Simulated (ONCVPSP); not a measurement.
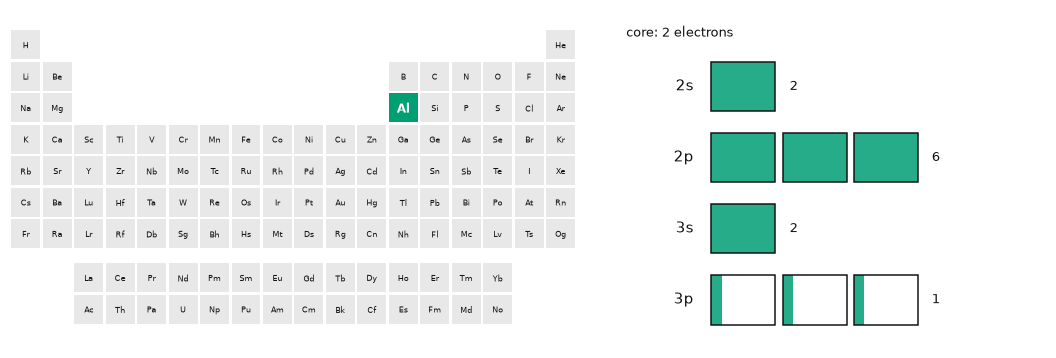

Fig. 1: Left, the place of aluminium in the periodic table; right, the valence shells of the reference configuration: a box for each of the 2l + 1 orbitals, shaded by the share of the shell that is filled, with the electron count at the right.

Run report: Al, pseudopotential generation

- system: aluminium (Al, Z = 13), core [He], reference valence 2s2 2p6 3s2 3p1, valence charge 11.
- method: ONCV potential, PBE, scalar-relativistic, made with ONCVPSP 4.0.1

## Summary

- outcome: generated
- cutoffs needed: 103 Ha and 120 Ha (the cutoffs at which the residual kinetic energy of the hardest occupied pseudo-wave falls to 1 and 0.1 mHa per electron)
- ghost test: no bound ghost flagged; no localised positive-energy state flagged
- configuration tests: 1 of 4 tests not solved
- rms error of d²Exc/dni dnj: 1.39 mHa without and 1.70 mHa with the model core
- largest excitation error among the tests solved: -0.6 meV (all-electron minus pseudo) for 2s2 2p6 3s1 3p0
- range over which the phases arctan(r R′/R) at the test radius agree within 0.05 rad (a looser test near the poles than one of phase shifts): s: over the whole range computed; p: over the whole range computed; d: not judged, local potential alone; f: not judged, local potential alone
- hardware: 1 CPU thread, shared host
- wall time: 3 s

## Remarks

Warnings of the program, in the generation or the tests: psatom: WARNING lschvkbb convergence error n,l,iter= 3 1 4.

## Input file
```
# ATOM AND REFERENCE CONFIGURATION
# atsym  z   nc   nv     iexc    psfile
  Al 13.00    1    4        4      upf
#
#   n    l    f
    1    0    2.00
    2    0    2.00
    2    1    6.00
    3    0    2.00
    3    1    1.00
#
# PSEUDOPOTENTIAL AND OPTIMIZATION
# lmax
    1
#
#   l,   rc,      ep,       ncon, nbas, qcut
    0    1.15    0.00    4    8    8.80
    1    0.95    0.00    4    7   18.20
#
# LOCAL POTENTIAL
# lloc, lpopt,  rc(5),   dvloc0
    4    3    0.85    3.00
#
# VANDERBILT-KLEINMAN-BYLANDER PROJECTORs
# l, nproj, debl
    0    2    3.10
    1    2    3.30
#
# MODEL CORE CHARGE
# icmod, fcfact, rcfact
    3    2.75    1.65
#
# LOG DERIVATIVE ANALYSIS
# epsh1, epsh2, depsh
   -5.00    5.00    0.04
#
# OUTPUT GRID
# rlmax, drl
    6.00    0.01
#
# TEST CONFIGURATIONS
# ncnf
    4
# nvcnf
#   n    l    f
    4
    2    0    2.00
    2    1    6.00
    3    0    2.00
    3    1    0.00
#
    4
    2    0    2.00
    2    1    6.00
    3    0    1.00
    3    1    0.00
#
    4
    2    0    2.00
    2    1    6.00
    3    0    0.00
    3    1    0.00
#
    4
    2    0    2.00
    2    1    6.00
    3    0    1.00
    3    1    1.00
#
```

Command:
```bash
oncvpsp.x < Al.dat > Al.out
```

## Output (extracts)
```
ONCVPSP  (Optimized Norm-Conservinng Vanderbilt PSeudopotential)
scalar-relativistic version 4.0.1

#   n    l    f        energy (Ha)
    1    0    2.00    -5.5533531E+01
    2    0    2.00    -3.9749958E+00
    2    1    6.00    -2.5593353E+00
    3    0    2.00    -2.8491419E-01
    3    1    1.00    -9.9667823E-02

Reference configufation results
  iterations    25
  all-electron total energy (Ha)   -2.42684666D+02

Begin loop to  construct optimized pseudo wave functions
and semi-local pseudopoentials for all angular momenta

Calculating optimized projector #   1

 for l=   0

    Fraction of norm inside rc  0.952508
    Optimizing pswf for qcut=   8.80 a_B^-1,  ecut=  38.73 Ha
    Residual kinetic energy error=  2.81D-06 Ha

    Energy error per electron        Cutoff
         Ha          eV             Ha
         0.01000     0.27211       20.02
         0.00100     0.02721       26.49
         0.00010     0.00272       31.97
         0.00001     0.00027       36.16

Calculating optimized projector #   2

 for l=   0

    Fraction of norm inside rc  0.044877
    Optimizing pswf for qcut=   8.80 a_B^-1,  ecut=  38.73 Ha
    Residual kinetic energy error=  1.94D-06 Ha

    Energy error per electron        Cutoff
         Ha          eV             Ha
         0.01000     0.27211       13.41
         0.00100     0.02721       19.62
         0.00010     0.00272       24.88
         0.00001     0.00027       29.41

Calculating optimized projector #   1

 for l=   1

    Fraction of norm inside rc  0.870183
    Optimizing pswf for qcut=  18.19 a_B^-1,  ecut= 165.43 Ha
    Residual kinetic energy error=  1.37D-08 Ha

    Energy error per electron        Cutoff
         Ha          eV             Ha
         0.01000     0.27211       83.87
         0.00100     0.02721      103.22
         0.00010     0.00272      119.63
         0.00001     0.00027      133.30

Calculating optimized projector #   2

 for l=   1

    Fraction of norm inside rc  0.017916
    Optimizing pswf for qcut=  18.19 a_B^-1,  ecut= 165.43 Ha
    Residual kinetic energy error=  6.48D-10 Ha

    Energy error per electron        Cutoff
         Ha          eV             Ha
         0.01000     0.27211       54.03
         0.00100     0.02721       79.89
         0.00010     0.00272      101.85
         0.00001     0.00027      119.99

Construct Vanderbilt / Kleinmman-Bylander projectors

B matrix Hermiticity error, ll=   0
   1   2    2.8918E-04

  Orthonormal projector coefficients -2.4454E+00  1.0370E+00

B matrix Hermiticity error, ll=   1
   1   2    1.3416E-04

  Orthonormal projector coefficients -2.0941E+01 -5.4172E+00

Model core correction analysis
  based on d2Exc/dn_idn_j

d2excae - all-electron derivatives

   -7.671914D-02   -6.884869D-02   -3.790257D-03   -1.607644D-03
   -6.884998D-02   -7.337476D-02   -4.118777D-03   -2.123495D-03
   -3.789660D-03   -4.118273D-03   -3.680580D-02   -2.766072D-02
   -1.607649D-03   -2.123536D-03   -2.765875D-02   -2.849600D-02

d2excps - pseudofunction derivatives with no core correction

   -7.816129D-02   -7.250999D-02   -4.106075D-03   -1.858650D-03
   -7.251146D-02   -7.471483D-02   -4.244851D-03   -2.155321D-03
   -4.105622D-03   -4.244360D-03   -3.683400D-02   -2.767160D-02
   -1.858714D-03   -2.155388D-03   -2.766964D-02   -2.849682D-02

rms 2nd derivative error    1.393009E-03

rmatch, rhocmatch    0.2032   96.3225

Teter function model core charge with specified parameters

d2excps - pseudofunction derivatives with core correction

   -7.035101D-02   -7.049814D-02   -3.533384D-03   -1.769024D-03
   -7.049771D-02   -7.377300D-02   -4.086656D-03   -2.104533D-03
   -3.532710D-03   -4.086168D-03   -3.679244D-02   -2.766494D-02
   -1.769011D-03   -2.104604D-03   -2.766297D-02   -2.849449D-02

rms 2nd derivative error    1.701734E-03

Pseudoatom total energy  -80.840065

Diagnostic tests using Vanderbilt-Kleinman-Bylander pseudopotentials
  1 or more projectors used as specified by nproj input data

   l    rcore       rmatch      e in        delta e   norm test  slope test

   0   1.1517214   1.1866901  -3.9749958   0.0000081   1.0001691   1.0001541
   0   1.1517214   1.1866901  -0.2849142   0.0000055   1.0000355   1.0000285

   1   0.9510691   0.9799456  -2.5593353  -0.0000179   1.0001416   1.0001649
   1   0.9510691   0.9799456  -0.0996678   0.0000058   1.0000838   1.0000806

 Testing for bound ghosts
   n   l    E NL Schr. Eq   E Basis Diag.   E Cutoff

   1   0       -3.974988       -3.974983    198.89
   2   0       -0.284909       -0.097690    198.89

   2   1       -2.559353       -2.558863    246.31
   3   1       -0.099662        0.533485    246.31

 Testing for highly-localized positive-energy ghosts
       l    <radius>/rc     E Basis Diag.   E Cutoff

Test configuration 0

   n   l     f        eae           eps        diff
   1   0  2.0000  -55.53353116
   2   0  2.0000   -3.97499583   -3.97498776    8.07D-06
   2   1  6.0000   -2.55933530   -2.55935316   -1.79D-05
   3   0  2.0000   -0.28491419   -0.28490866    5.52D-06
   3   1  1.0000   -0.09966782   -0.09966200    5.83D-06

    Total energies and differences
      AE_ref= -2.42684666D+02  AE_tst= -2.42684666D+02  dif=  0.00D+00
      PS_ref= -8.08400651D+01  PS_tst= -8.08400651D+01  dif=  3.98D-13
      PSP excitation error= -3.98D-13

Test configuration 1

   n   l     f        eae           eps        diff
   1   0  2.0000  -55.84548693
   2   0  2.0000   -4.28139008   -4.28131929    7.08D-05
   2   1  6.0000   -2.86614977   -2.86565797    4.92D-04
   3   0  2.0000   -0.54427607   -0.54426136    1.47D-05

    Total energies and differences
      AE_ref= -2.42684666D+02  AE_tst= -2.42472946D+02  dif=  2.12D-01
      PS_ref= -8.08400651D+01  PS_tst= -8.06283529D+01  dif=  2.12D-01
      PSP excitation error=  8.54D-06

Test configuration 2

   n   l     f        eae           eps        diff
   1   0  2.0000  -56.31071886
   2   0  2.0000   -4.73212529   -4.73308434   -9.59D-04
   2   1  6.0000   -3.31704612   -3.31691126    1.35D-04
   3   0  1.0000   -0.87271849   -0.87276783   -4.93D-05

    Total energies and differences
      AE_ref= -2.42684666D+02  AE_tst= -2.41766424D+02  dif=  9.18D-01
      PS_ref= -8.08400651D+01  PS_tst= -7.99218011D+01  dif=  9.18D-01
      PSP excitation error= -2.21D-05

Test configuration 3

psatom: WARNING lschvkbb convergence error n,l,iter=   3   1   4
ea(ii),et,emin,emax -1.077042E-01 -1.184747E-01 -1.184747E-01 -1.184747E-01
run_config: WARNING for fully non-local PS atom, stg. 1
 WARNING no output for configuration 4

Test configuration 4

   n   l     f        eae           eps        diff
   1   0  2.0000  -55.91090704
   2   0  2.0000   -4.34522831   -4.34596081   -7.32D-04
   2   1  6.0000   -2.92947380   -2.92998692   -5.13D-04
   3   0  1.0000   -0.57368309   -0.57371009   -2.70D-05
   3   1  1.0000   -0.35827838   -0.35828017   -1.79D-06

    Total energies and differences
      AE_ref= -2.42684666D+02  AE_tst= -2.42259432D+02  dif=  4.25D-01
      PS_ref= -8.08400651D+01  PS_tst= -8.04148128D+01  dif=  4.25D-01
      PSP excitation error= -1.83D-05
```

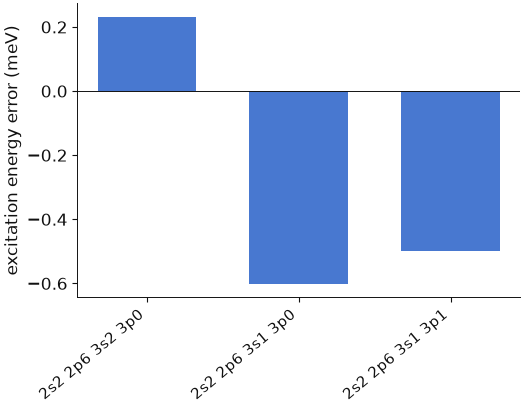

Fig. 2: Errors, all-electron minus pseudo, of the energies of valence configurations relative to the unpolarised reference 2s2 2p6 3s2 3p1. Not all tests gave a result: 1 of 4 tests not solved.

- Worst configuration: 2s2 2p6 3s1 3p0 (charge +2): the error is -0.6 meV on an all-electron energy of +24.99 eV relative to the reference, or 0.0024 %.
- Errors in meV: 2s2 2p6 3s2 3p0: +0.2; 2s2 2p6 3s1 3p0: -0.6; 2s2 2p6 3s1 3p1: -0.5.

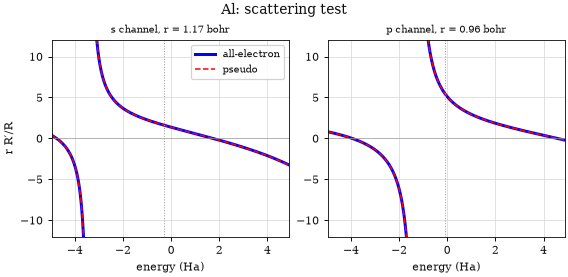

Fig. 3: Logarithmic derivatives r R′/R at the test radius against energy, all-electron atom (solid) and pseudo-atom (dashed). Here R(r) is the radial function. The dotted line marks the reference energy of the channel. Not drawn: d: not judged; f: not judged.

- Zeros of the logarithmic derivative: s: all-electron -4.8 and 1.7 Ha, pseudo -4.8 and 1.7 Ha; p: all-electron -4.0 and 4.6 Ha, pseudo -4.0 and 4.6 Ha.
- Ghost states: the plot shows none: pseudo and all-electron curves have the same branches in all channels drawn. The separate test gives: no bound ghost flagged; no localised positive-energy state flagged.
- Poles, where the radial function vanishes at the test radius: s: all-electron at -3.4 Ha, pseudo at -3.4 Ha; p: all-electron at -1.3 Ha, pseudo at -1.3 Ha.

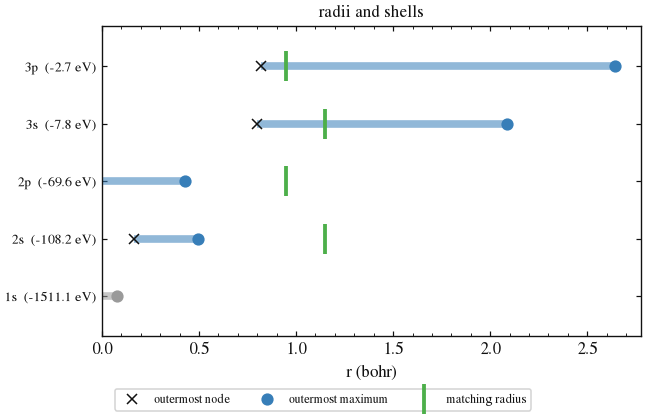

Fig. 4: Outer shells of the all-electron reference atom: each bar runs from the outermost node (or the nucleus) to the outermost maximum of u(r); the tick is the radius chosen for the pseudo-wave. Shells without a tick have no pseudo-wave of their own. Levels, nodes and maxima are from ld1.x, scalar-relativistic.

- Radii against the shells: 2s: 1.15 bohr, outside the maximum; 2p: 0.95 bohr, outside the maximum; 3s: 1.15 bohr, between node and maximum; 3p: 0.95 bohr, between node and maximum.

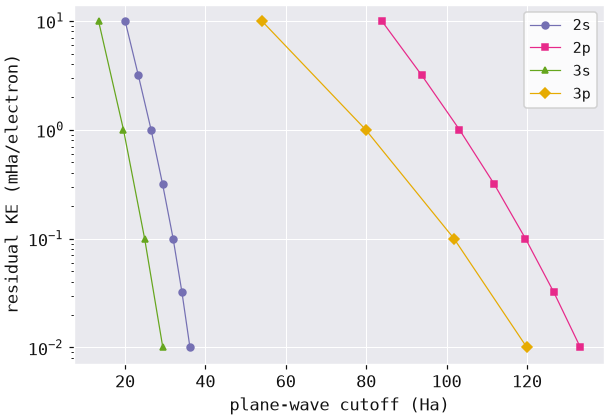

Fig. 5: Residual kinetic energy of the pseudo-waves (the first of each channel, and further valence shells) beyond the plane-wave cutoff, as the generator prints it.

- Cutoffs for 1 mHa per electron: 2p: 103 Ha; 3p: 80 Ha; 2s: 26 Ha; 3s: 20 Ha.
- Hardest wave at 1 mHa per electron: 2p, with rc = 0.95 bohr and qcut = 18.2 1/bohr. The optimisation minimises, but can't always remove, the kinetic energy above qcut²/2 = 165.6 Ha, and a larger rc would as a rule soften the wave at some cost in transferability.
- Cutoffs for the occupied states: 103 Ha for 1 mHa and 120 Ha for 0.1 mHa per electron. The first is set by 2p.
